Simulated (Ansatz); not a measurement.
## A computed series for SiC: response to strain

The parent structure is SiC in the wurtzite structure (space group P6_3mc, No. 186; a = 3.0755 Å, c = 5.0486 Å).

Strains are applied to the cell and any free atomic positions relax.

Level of theory: r2SCAN, PAW, 500 eV (Ansatz, a program for electronic structure; without spin-orbit coupling), earlier PAW set.

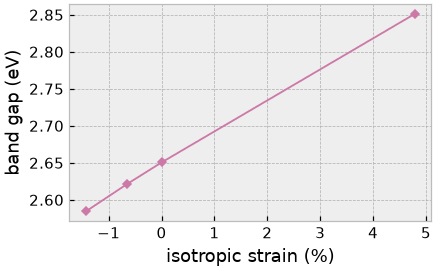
Figure: Band gap against isotropic strain

```
isotropic strain (%)  band gap
--------------------  --------
-1.43                  2.58 eV
-0.65                  2.62 eV
4.79                   2.85 eV
```

Whether these cells are dynamically stable was not tested.
